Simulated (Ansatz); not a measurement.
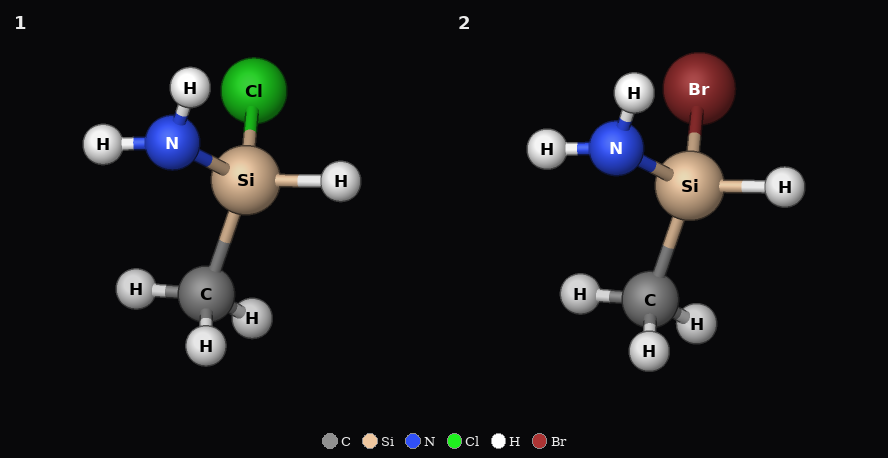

2 molecules with one skeleton, seen from the same side and at one scale. Charge 0, singlet. Computed geometries: PBE0-D4/def2-TZVP optimisations, one conformation each. Properties computed with Ansatz 0.2.0.

One atom differs, called X below: Cl in panel 1, Br in panel 2. Their formulas are CH6ClNSi (`C[Si@H](N)Cl`), CH6BrNSi (`C[Si@H](N)Br`).

> In which is the length of X–Si larger (PBE0-D4/def2-TZVP)?

In panel 2 (X = Br).

Give the values. With PBE0-D4/def2-TZVP: length of X–Si (Å), angle X–Si–H (°). With revPBE-D4/def2-TZVPP: HOMO energy (Kohn–Sham orbital) (eV), HOMO–LUMO gap (eV).

```csv
quantity,1 (Cl),2 (Br),2 − 1
length of X–Si (Å),2.081,2.254,+0.173
angle X–Si–H (°),105.0,104.6,−0.4
HOMO energy (Kohn–Sham orbital) (eV),−6.33,−6.28,+0.05
HOMO–LUMO gap (eV),6.33,6.20,−0.13
```
